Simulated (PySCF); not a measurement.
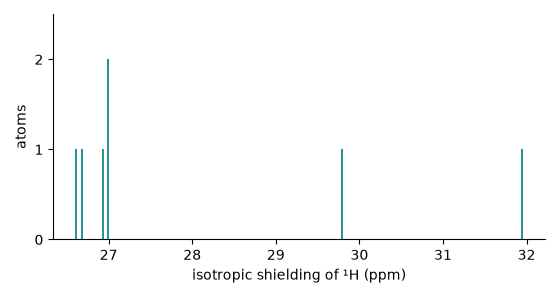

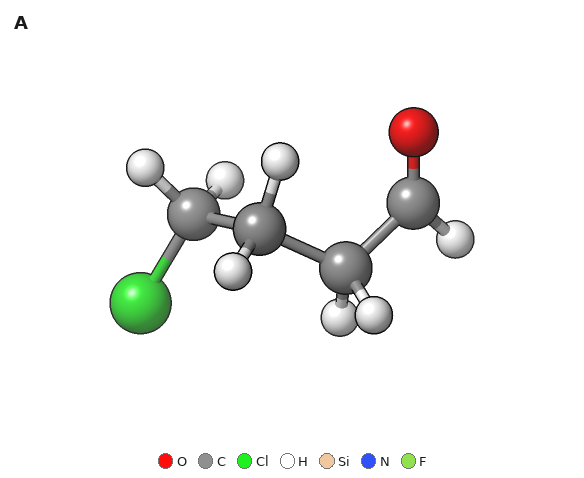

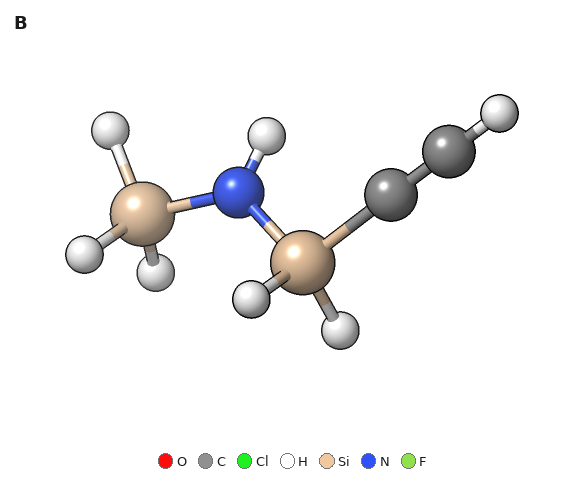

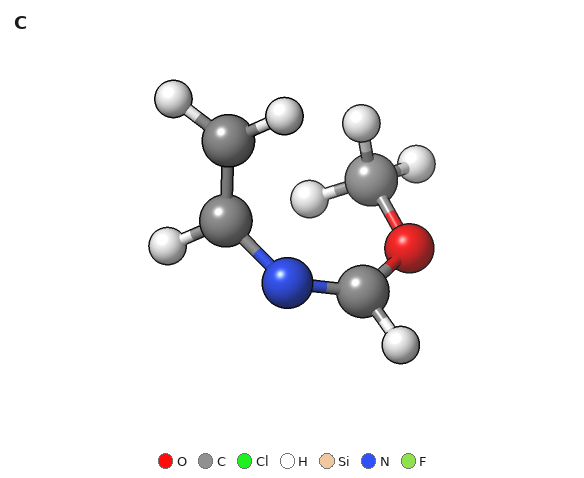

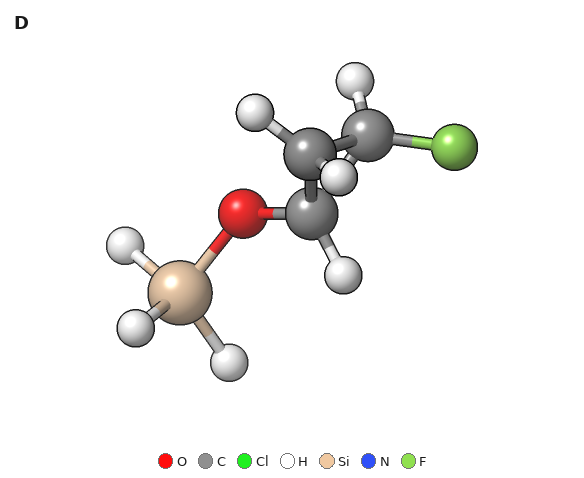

The sticks are computed shieldings of one of the molecules, for one fixed geometry (GFN2-xTB) without averaging over rotations. Low shielding means a high chemical shift. Method: GIAO PBE0/pcSseg-1 NMR shielding, non-relativistic, gas phase (PySCF 2.14.0).

Match the spectrum to a structure.

Answer. B, `C#C[SiH2]N[SiH3]`. Its 7 H atoms give lines at 26.60, 26.68, 26.93, 26.99 (2 atoms), 29.79, 31.95 ppm.

The geometry is semi-empirical. Around Si such bond lengths and angles can be off by a tenth of an ångström or more and by several degrees, and values that hang on the shape move with them.
